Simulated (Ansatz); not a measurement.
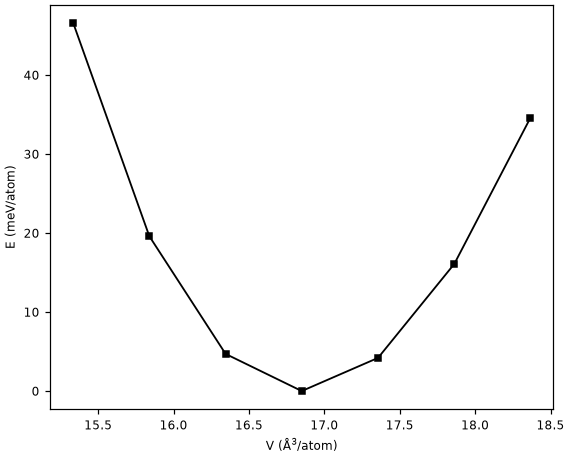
BeGeP2 (chalcopyrite, I-42d) under volume change, LDA in the plane-wave PAW code Ansatz, shape and atoms relaxed at each volume.

Q: What does a third-order Birch–Murnaghan fit give for V₀, B₀ and B′?

A: V₀ = 16.85 Å³/atom, B₀ = 93.6 GPa, B′ = 4.0.

The first step of the workflow began from a Materials Project structure, measured or hypothetical; the Crystallography Open Database copy checked does not list it. Whether it is the stable phase at ambient conditions was not checked. Symmetry was held in the LDA relaxation; its stability against distortions is not shown here.

Potentials: the later of the program's two PAW sets.
